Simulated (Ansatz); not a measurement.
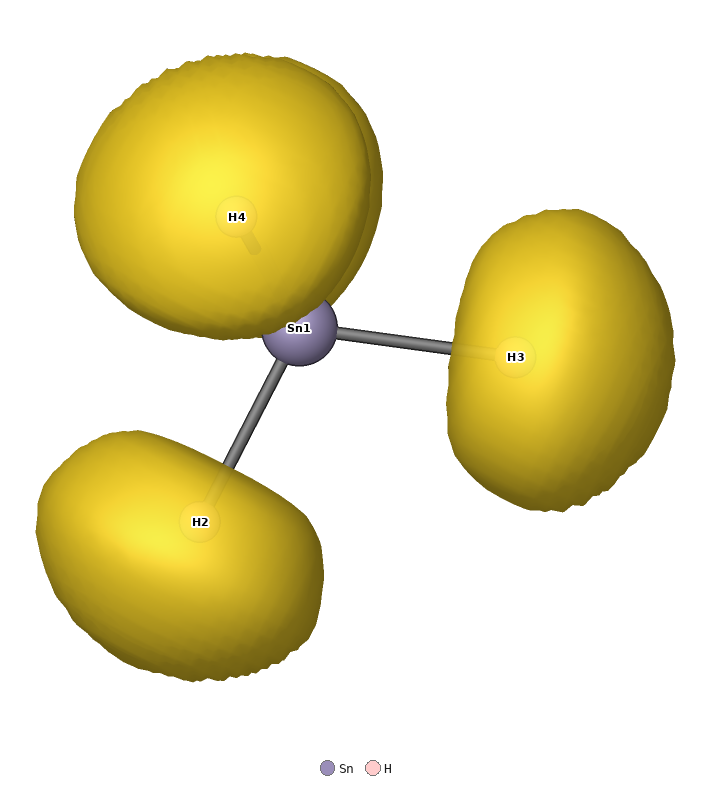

*H4Sn. Isosurface of the electron localisation function at 0.85 (yellow), seen across its widest extent. Core shells and regions of very low density are left out.*

Core potentials replace the inner electrons of Sn.

Method: RKS BLYP-D4/def2-SVP in Ansatz 0.2.0.

```xyz
5

Sn    0.0005    0.0000    0.0004
H     0.0001    0.0000    1.7308
H     1.6319    0.0000   -0.5763
H    -0.8153    1.4128   -0.5765
H    -0.8153   -1.4128   -0.5765
```

What do the ELF domains correspond to?

Answer. The ELF exceeds this value in four regions around hydrogen nuclei. Along the contacts the grid gives the following. Sn–H (1.73 Å): the ELF climbs to about 1 towards the hydrogen.
